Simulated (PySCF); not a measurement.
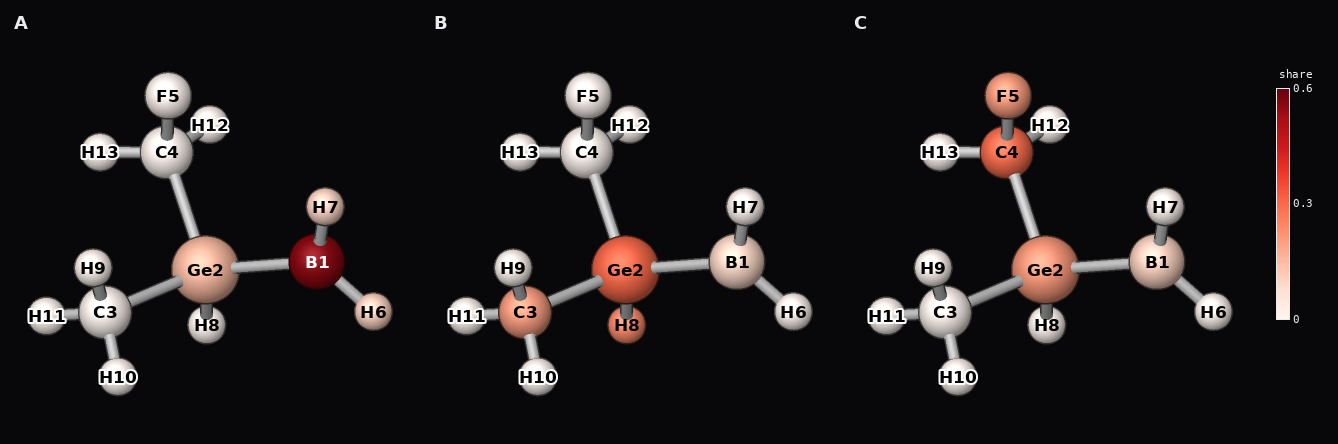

Each panel colours the atoms by their Löwdin share in one orbital (up to four of the largest shares; other atoms are shown as zero). The geometry was computed by an optimisation with GFN2-xTB. No frequency run is at hand to confirm it as a minimum. Method: PBE0/def2-SVPD (PySCF 2.14.0).

The panels show the HOMO−2, HOMO, LUMO, in some order. Which is which?

A: LUMO, −2.52 eV; B1 0.56, Ge2 0.15, H6 0.10, H7 0.09
B: HOMO−2, −8.82 eV; Ge2 0.30, H8 0.24, C3 0.20, B1 0.09
C: HOMO, −7.95 eV; C4 0.29, Ge2 0.21, F5 0.20, B1 0.10

The geometry is semi-empirical. Around B, Ge such bond lengths and angles can be off by a tenth of an ångström or more and by several degrees, and values that hang on the shape move with them.
